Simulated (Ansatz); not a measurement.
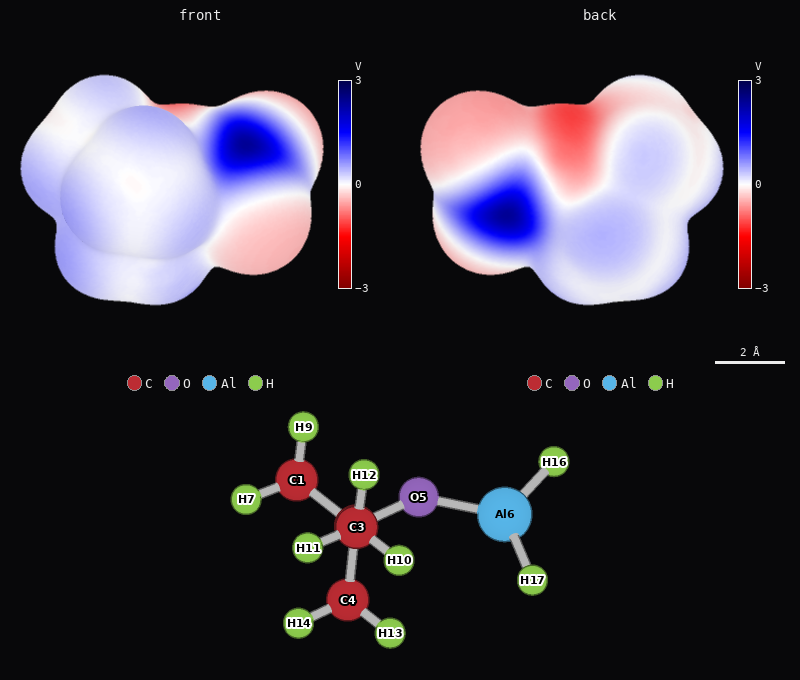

C4H11AlO. The molecular electrostatic potential painted on the density surface at 0.001 e/bohr³, seen from the front and from behind; red is negative and blue positive. The bare structure is drawn below in the same view.

Geometry: PBE0-D4/def2-TZVP.

These are results of RKS PBE0-D4/def2-TZVPP in Ansatz 0.2.0, not measurements.

```yaml
atoms:
  - { symbol: C, position_ang: [-0.3855, -1.7558, -0.3163] }
  - { symbol: C, position_ang: [-0.0031, -0.2934, -0.1430] }
  - { symbol: C, position_ang: [1.5059, -0.1552, 0.0166] }
  - { symbol: C, position_ang: [-0.4861, 0.5258, -1.3334] }
  - { symbol: O, position_ang: [-0.6413, 0.1680, 1.0313] }
  - { symbol: Al, position_ang: [-0.7511, 1.5979, 1.9155] }
  - { symbol: H, position_ang: [0.0758, -2.1799, -1.2112] }
  - { symbol: H, position_ang: [-1.4696, -1.8525, -0.4038] }
  - { symbol: H, position_ang: [-0.0604, -2.3342, 0.5509] }
  - { symbol: H, position_ang: [1.7831, 0.8947, 0.1462] }
  - { symbol: H, position_ang: [2.0322, -0.5381, -0.8610] }
  - { symbol: H, position_ang: [1.8442, -0.7160, 0.8911] }
  - { symbol: H, position_ang: [-0.2169, 1.5784, -1.2088] }
  - { symbol: H, position_ang: [-0.0388, 0.1704, -2.2647] }
  - { symbol: H, position_ang: [-1.5723, 0.4519, -1.4246] }
  - { symbol: H, position_ang: [-1.6500, 1.5327, 3.2108] }
  - { symbol: H, position_ang: [0.0148, 2.9050, 1.4446] }
```

Describe the electrostatic potential map.

Answer. The most negative region (about −1.1 V) lies over O5, the most positive (about +2.3 V) over Al6. O5 is the likeliest acceptor of a hydrogen bond.
